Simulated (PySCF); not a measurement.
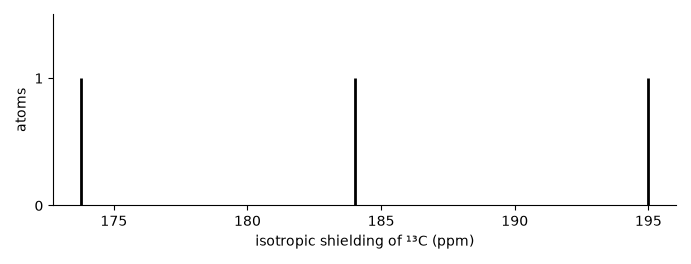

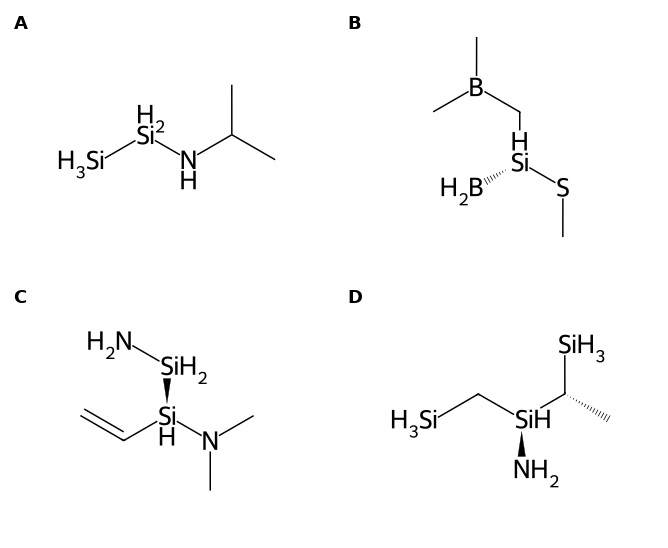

The sticks are computed shieldings of one of the molecules, for one fixed geometry (GFN2-xTB) without averaging over rotations. Low shielding means a high chemical shift. Method: GIAO PBE0/pcSseg-1 NMR shielding, non-relativistic, gas phase (PySCF 2.14.0).

Match the spectrum to a structure.

Answer. D, `C[C@@H]([SiH3])[Si@@H](N)C[SiH3]`. Its 3 C atoms give lines at 173.8, 184.0, 195.0 ppm.

The geometry is semi-empirical. Around B, Si such bond lengths and angles can be off by a tenth of an ångström or more and by several degrees, and values that hang on the shape move with them.
